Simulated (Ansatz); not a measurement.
HfO2 (fluorite)

```xyz
6
Lattice="0.0000 5.0976 5.0976 2.5488 0.0000 2.5488 2.5488 2.5488 0.0000" Properties=species:S:1:pos:R:3 pbc="T T T"
Hf     0.0000     0.0000     0.0000
Hf     0.0000     2.5488     2.5488
O      1.2744     1.2744     1.2744
O      1.2744     3.8232     3.8232
O      3.8232     3.8232     3.8232
O      3.8232     6.3720     6.3720
```

In this cell atom 4 (O, nearest neighbour Hf at 2.207 Å; its periodic images, 3.6 Å or more away, move with it) is moved by u·(0.707, 0.707, 0.000) + v·(0.000, 0.000, 1.000); the rest is frozen.

These are PBE (plane waves to 420 eV, PAW, scalar-relativistic; Ansatz, a first-principles code) values and carry that method's errors. k mesh 9×9×9 (Γ-centred), Fermi-Dirac smearing 0.05 eV. The energy includes the smearing's −TS. Points where atoms come too close for the PAW data are left out (x in tables, blank in figures). Fu and Fv are the components of the force on the atom. HfO2 is run without spin polarisation. HfO2 was relaxed with its symmetry unable to fall. Spin-orbit coupling is left out, though Hf is heavy. This is a high-temperature form of HfO2. The zero of ΔE is the undisplaced structure. Axes are in Å.

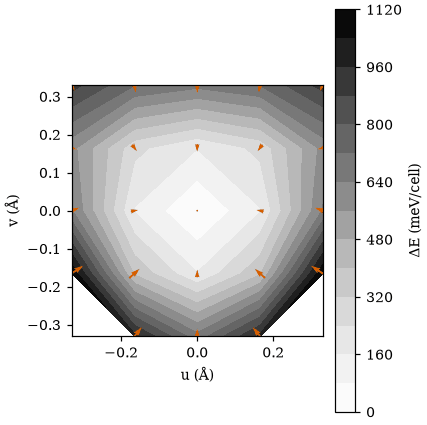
Figure. ΔE (meV/cell) over the plane, with arrows for the in-plane force on the moved atom.

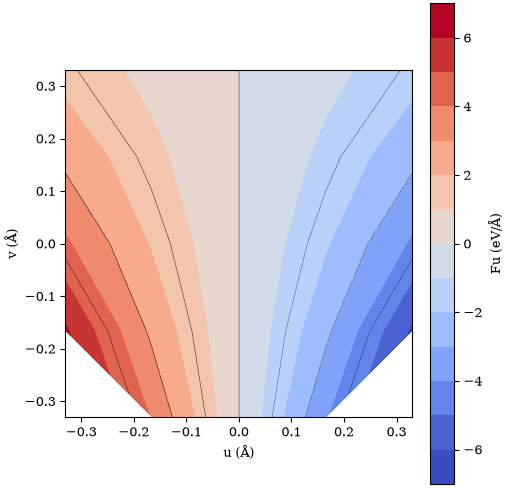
*Fu (eV/Å) over the 5×5 grid of computed points.*

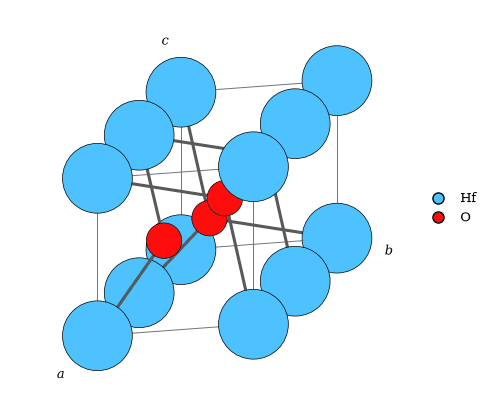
The cell of the calculation at u = 0.330 Å, v = -0.165 Å.

Lowest place on the grid: u = 0.000 Å, v = 0.000 Å (0 meV/cell).

(A displaced cell: forces are minus the slopes of the energy, force constants its curvatures, and phonons follow from these.)
